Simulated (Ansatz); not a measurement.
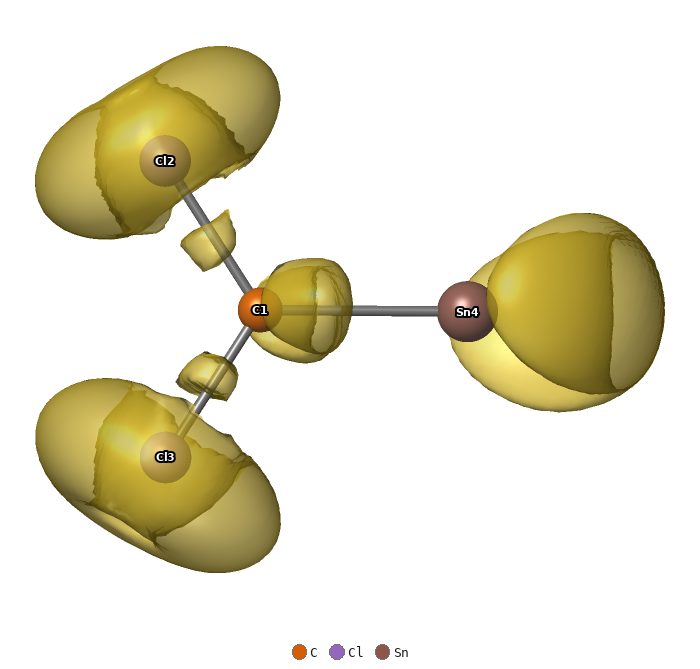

CCl$_{2}$Sn. Isosurface of the electron localisation function at 0.8 (yellow), seen across its widest extent. Core shells and regions of very low density are left out.

Geometry: BLYP-D3(BJ)/def2-SVP; core potentials replace the inner electrons of Sn.

These are results of isolated molecule in a Gaussian basis; Kohn-Sham density functional theory, functional PBE0 (Ansatz), not measurements.

The calculation's input:

```
crystal:
  periodic: [false, false, false]
  atoms:
    - symbol: C
      position_ang: [-0.094566, -0.462378, -1.893686]
    - symbol: Cl
      position_ang: [0.919994, -0.193380, -3.320838]
    - symbol: Cl
      position_ang: [-1.466719, -1.551547, -2.158137]
    - symbol: Sn
      position_ang: [0.294415, 0.431961, -0.046995]
basis:
  gaussian: {orbitals: def2-TZVPD}
hamiltonian: {xc: pbe0}
output: {forces: true, orbitals: {seedname: orbitals}}
```

Command:

```sh
ansatz run input.yaml --threads 2 --pin off --max-ram 4350MiB --events-out events.jsonl --progress --plain --runs-dir runs
```

Where are the electrons localised?

Answer. The surface consists of two regions between bonded C–Cl atoms (shared pairs), one lobe of the valence shell of C pointing towards Sn (polar bonds), two rings or bowls of non-bonding electrons around Cl and one region wrapped around Sn (its valence shell). Along the contacts the grid gives the following. C–Cl (1.77 Å): the ELF peaks at about 0.85 between the atoms, as expected for a shared electron pair. C–Sn (2.09 Å): the ELF peaks at about 0.90 in the valence shell of C, 0.7 Å from its nucleus, and drops to about 0.20 between the two atoms.
